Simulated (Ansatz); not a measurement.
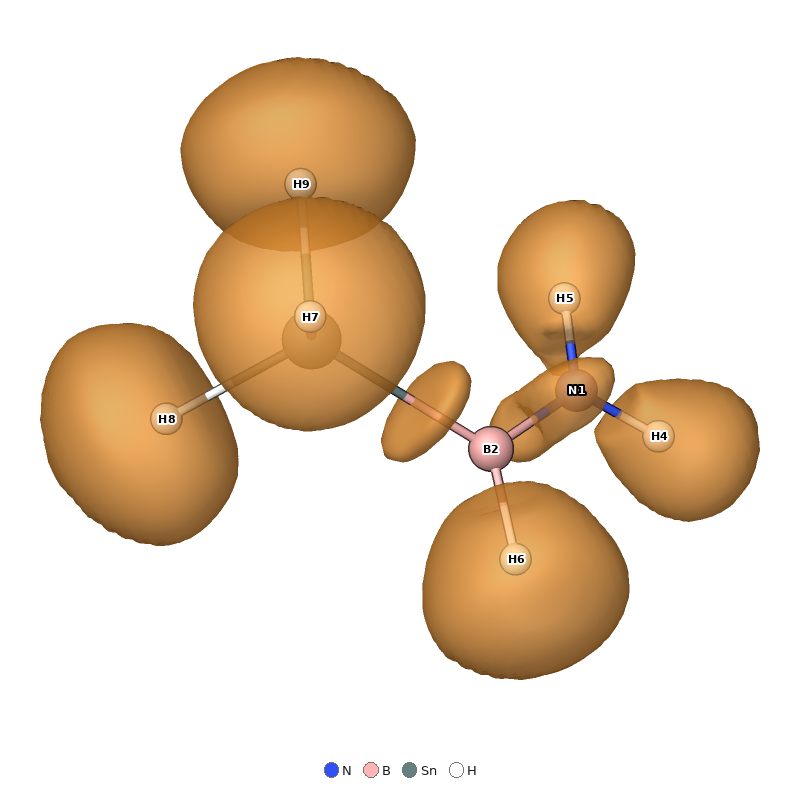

Figure. BH6NSn (SMILES N[BH][SnH3]). Isosurface of the electron localisation function at 0.85 (orange), seen at a tilt. Core shells and regions of very low density are left out.

Core potentials replace the inner electrons of Sn.

Theory: RKS PBE/def2-SVP in Ansatz 0.2.0.

```xyz
9

N    -0.6113    1.2961   -1.0201
B     0.2584    0.2153   -0.8859
Sn    0.3166   -0.9703    1.0446
H    -0.6706    1.8587   -1.8729
H    -1.2523    1.6121   -0.2896
H     0.9779   -0.0695   -1.8262
H     1.8744   -0.9496    1.8060
H    -0.0834   -2.6433    0.8249
H    -0.8095   -0.3494    2.2192
```

### Identify the bonds, lone pairs and shells in this picture.

At this value the surface marks out one region between bonded B–N atoms (shared pairs), six regions around hydrogen nuclei and one lobe of the valence shell of B pointing towards Sn (polar bonds).

Values along the shortest contacts:
B–N (1.39 Å): the ELF peaks at about 0.95 between the atoms: a polar covalent bond. Sn–B (2.27 Å): the ELF peaks at about 0.95 in the valence shell of B, 0.8 Å from its nucleus, and drops to about 0.20 between the two atoms.
